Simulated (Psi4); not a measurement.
# U-wB97M-D3(BJ)/def2-TZVP (core potential) run of [ICl2]− (SMILES Cl[I-]Cl)

What is the energy change on altering one bond length of [ICl2]− at U-wB97M-D3(BJ)/def2-TZVP (core potential)? 

Program for the calculation: Psi4 1.11.

## 1. The structure to begin with

[ICl2]−: 3 atoms, total charge -1, spin state singlet. SMILES: `Cl[I-]Cl`. The coordinates come from a GFN2-xTB relaxation.

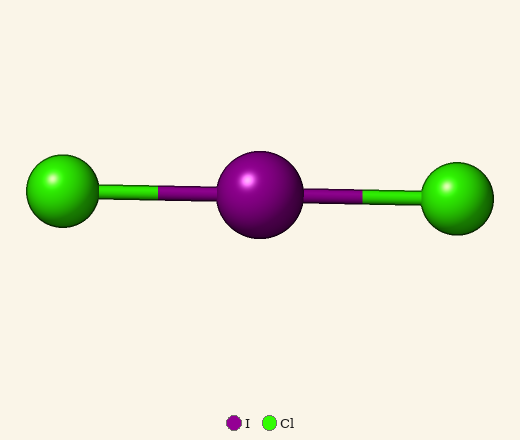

The structure, seen from a chosen angle (iodine purple, chlorine green).

## 2. Energy and gradient at U-wB97M-D3(BJ)/def2-TZVP (core potential)

Contents of job.json:

```json
{
 "schema_name": "qcschema_input",
 "schema_version": 1,
 "molecule": {
  "schema_name": "qcschema_molecule",
  "schema_version": 2,
  "symbols": ["I", "Cl", "Cl"],
  "geometry": [-0.00034015, -0.00018897, -0.00058582, -0.03543236, -0.04499438, 4.91572567, 0.03577252, 0.04518335, -4.91513986],
  "molecular_charge": -1,
  "molecular_multiplicity": 1,
  "fix_symmetry": "c1"
 },
 "driver": "gradient",
 "model": {
  "method": "wb97m-d3bj",
  "basis": "def2-TZVP"
 },
 "keywords": {
  "reference": "uks",
  "scf_type": "pk"
 }
}
```

Launch:

```sh
$ psi4 --qcschema job.json -n 1 --memory 1600MB
```

stdout:

```text
[...]
    !!!  WARNING: ECP capability is in beta. Please check occupations closely.  !!!
[...]
  Running in c1 symmetry.
[...]
  Nuclear repulsion =  202.308148449125952
[...]
  Multiplicity = 1
[...]
  Nalpha       = 30
  Nbeta        = 30
[...]
    Number of basis functions: 124
[...]
   @UKS iter   1: -1218.25362420217925   -3.01498e+00   5.88560e-03 ADIIS/DIIS
[...]
   @UKS iter  11: -1218.43645388590312   -1.09139e-11   4.07312e-09 DIIS
[...]
   @S^2 Observed:                4.973799150E-14
[...]
    Orbital Energies [Eh]
    ---------------------
    Alpha Occupied:
       1A   -101.662213     2A   -101.662054     3A     -9.434166
       4A     -9.434005     5A     -7.136474     6A     -7.136309
       7A     -7.131816     8A     -7.131816     9A     -7.131657
      10A     -7.131657    11A     -6.875691    12A     -4.891629
      13A     -4.870360    14A     -4.870360    15A     -1.908359
      16A     -1.902597    17A     -1.902597    18A     -1.885268
      19A     -1.885259    20A     -0.739661    21A     -0.722508
      22A     -0.627657    23A     -0.322179    24A     -0.259122
      25A     -0.259122    26A     -0.231323    27A     -0.231323
      28A     -0.202421    29A     -0.180260    30A     -0.180260
    Alpha Virtual:
[...]
  @UKS Final Energy: -1218.43645388590312
   => Energetics <=
    Nuclear Repulsion Energy =            202.3081484491259516
    One-Electron Energy =               -2204.6211622919026922
    Two-Electron Energy =                 843.4201471007293094
    DFT Exchange-Correlation Energy =     -59.5409559061556024
    Empirical Dispersion Energy =          -0.0026312376999375
    VV10 Nonlocal Energy =                  0.0000000000000000
    Total Energy =                      -1218.4364538859031200
[...]
 Multipole Moments:
 ------------------------------------------------------------------------------------
     Multipole            Electronic (a.u.)      Nuclear  (a.u.)        Total (a.u.)
 ------------------------------------------------------------------------------------
 L = 1.  Multiply by 2.5417464519 to convert [e a0] to [Debye]
 Dipole X            :          0.0078929           -0.0076095            0.0002834
 Dipole Y            :         -0.0146829            0.0114564           -0.0032265
 Dipole Z            :         -0.0000000            0.0000000           -0.0000000
 Magnitude           :                                                    0.0032390
[...]
  -Total Gradient:
     Atom            X                  Y                   Z
    ------   -----------------  -----------------  -----------------
       1        0.000012005269    -0.000062253147     0.000000000000
       2        0.000048418754     0.005044990623     0.000000000305
       3       -0.000060026080    -0.004982217204    -0.000000000306
[...]
```

The result, in JSON:

```text
{
 "driver": "gradient",
 "model": {
  "method": "wb97m-d3bj",
  "basis": "def2-TZVP"
 },
 "success": true,
 "return_result": [1.200526857092403e-05, -6.225314674416179e-05, 4.704576167897415e-13, 4.841875442111443e-05, 0.0050449906227399794, 3.049517285276428e-10, -6.002607992864905e-05, -0.004982217204059181, -3.0550756535130296e-10],
 "properties": {
  "calcinfo_nbasis": 124,
  "calcinfo_nmo": 124,
  "calcinfo_nalpha": 30,
  "calcinfo_nbeta": 30,
  "calcinfo_natom": 3,
  "nuclear_repulsion_energy": 202.30814844912595,
  "return_energy": -1218.4364538859031,
  "return_gradient": [1.200526857092403e-05, -6.225314674416179e-05, 4.704576167897415e-13, 4.841875442111443e-05, 0.0050449906227399794, 3.049517285276428e-10, -6.002607992864905e-05, -0.004982217204059181, -3.0550756535130296e-10],
  "scf_one_electron_energy": -2204.6211622919027,
  "scf_two_electron_energy": 843.4201471007293,
  "scf_xc_energy": -59.5409559061556,
  "scf_dispersion_correction_energy": -0.002631237699937503,
  "scf_dipole_moment": [0.0002834176938342481, -0.0032265272247524734, -8.415772118272717e-13],
  "scf_total_energy": -1218.4364538859031,
  "scf_total_gradient": [1.200526857092403e-05, -6.225314674416179e-05, 4.704576167897415e-13, 4.841875442111443e-05, 0.0050449906227399794, 3.049517285276428e-10, -6.002607992864905e-05, -0.004982217204059181, -3.0550756535130296e-10],
  "scf_iterations": 11
 }
}
```

Wall time 36 s (1 thread of Intel Xeon 6975P-C (Granite Rapids), shared host); peak memory 1 GiB.

## 3. The distorted shape

Contents of cl2i.xyz:

```xyz
3
Cl2I
I     -0.002091    -0.002501     0.259721
Cl    -0.020661    -0.026211     2.861321
Cl     0.018930     0.023910    -2.600980
```

Contents of run_ase.py:

```python
import numpy as np
from ase.calculators.psi4 import Psi4
from ase.io import read

atoms = read('cl2i.xyz')
calc = Psi4(atoms=atoms, method='wb97m-d3bj', basis='def2-TZVP', memory='1600MB', num_threads=1, charge=-1, multiplicity=1, label='psi4-calc', reference='uks')
calc.psi4.set_options({'scf_type': 'pk', 'guess_mix': True})
atoms.calc = calc

forces = atoms.get_forces()
print(f'energy: {atoms.get_potential_energy():.6f} eV')
print('forces / eV A^-1')
print(np.round(forces, 5))
```

Launch:

```sh
$ python run_ase.py
```

psi4-calc.dat, cut to the lines that bear on the results:

```text
[...]
    !!!  WARNING: ECP capability is in beta. Please check occupations closely.  !!!
[...]
  Running in c1 symmetry.
[...]
  Nuclear repulsion =  193.048712917965560
[...]
  Multiplicity = 1
[...]
  Nalpha       = 30
  Nbeta        = 30
[...]
    Number of basis functions: 124
[...]
   @UKS iter   1: -1218.24882490671462   -3.13869e+00   5.86712e-03 ADIIS/DIIS
[...]
   @UKS iter  17: -1218.42907268473755   -8.86757e-12   5.87989e-09 DIIS
[...]
   @S^2 Observed:                8.078870906E-12
[...]
  @UKS Final Energy: -1218.42907268473755
   => Energetics <=
    Nuclear Repulsion Energy =            193.0487129179655597
    One-Electron Energy =               -2185.7729813583719078
    Two-Electron Energy =                 833.8102249377170665
    DFT Exchange-Correlation Energy =     -59.5124804636112685
    Empirical Dispersion Energy =          -0.0025487184371399
    VV10 Nonlocal Energy =                  0.0000000000000000
    Total Energy =                      -1218.4290726847375481
[...]
 Multipole Moments:
 ------------------------------------------------------------------------------------
     Multipole            Electronic (a.u.)      Nuclear  (a.u.)        Total (a.u.)
 ------------------------------------------------------------------------------------
 L = 1.  Multiply by 2.5417464519 to convert [e a0] to [Debye]
 Dipole X            :         -0.0368380            0.0301928           -0.0066452
 Dipole Y            :         -0.0414687            0.0332724           -0.0081963
 Dipole Z            :          4.0660247           -3.1917496            0.8742750
 Magnitude           :                                                    0.8743387
[...]
  -Total Gradient:
     Atom            X                  Y                   Z
    ------   -----------------  -----------------  -----------------
       1       -0.000063465991    -0.000072121513     0.007138397986
       2       -0.000098966423    -0.000129205703     0.014424800291
       3        0.000162615330     0.000201772256    -0.021630429017
[...]
```

On the terminal:

```text
energy: -33155.143840 eV
forces / eV A^-1
[[ 0.00326  0.00371 -0.36707]
 [ 0.00509  0.00664 -0.74175]
 [-0.00836 -0.01038  1.11228]]
```

Wall time 39 s (1 thread of Intel Xeon 6975P-C (Granite Rapids), shared host); peak memory 1 GiB.

## 4. What came out

At U-wB97M-D3(BJ)/def2-TZVP (core potential):

| quantity | value |
| --- | --- |
| first shape: total energy | -1218.43645 Eh |
| first shape: HOMO energy | -4.91 eV |
| first shape: LUMO energy | 3.96 eV |
| first shape: HOMO–LUMO gap (to an unbound level, set by the basis) | 8.86 eV |
| first shape: dispersion energy | -6.91 kJ/mol |
| first shape: largest force on an atom | 0.259 eV/Å |
| distorted shape: total energy | -1218.42907 Eh |
| distorted shape: HOMO energy | -5.19 eV |
| distorted shape: LUMO energy | 3.05 eV |
| distorted shape: HOMO–LUMO gap (to an unbound level, set by the basis) | 8.24 eV |
| distorted shape: dispersion energy | -6.69 kJ/mol |
| distorted shape: largest force on an atom | 1.112 eV/Å |
| energy change with the I1–Cl3 bond stretched from 2.601 to 2.861 Å | 0.201 eV |

With the I1–Cl3 bond stretched from 2.601 to 2.861 Å the energy rises by 0.20 eV (4.6 kcal/mol). The first shape isn't relaxed at this level, so the change isn't measured from a minimum. The largest force (first shape) is 0.26 eV/Å: the shape isn't a stationary point for this species at this level.
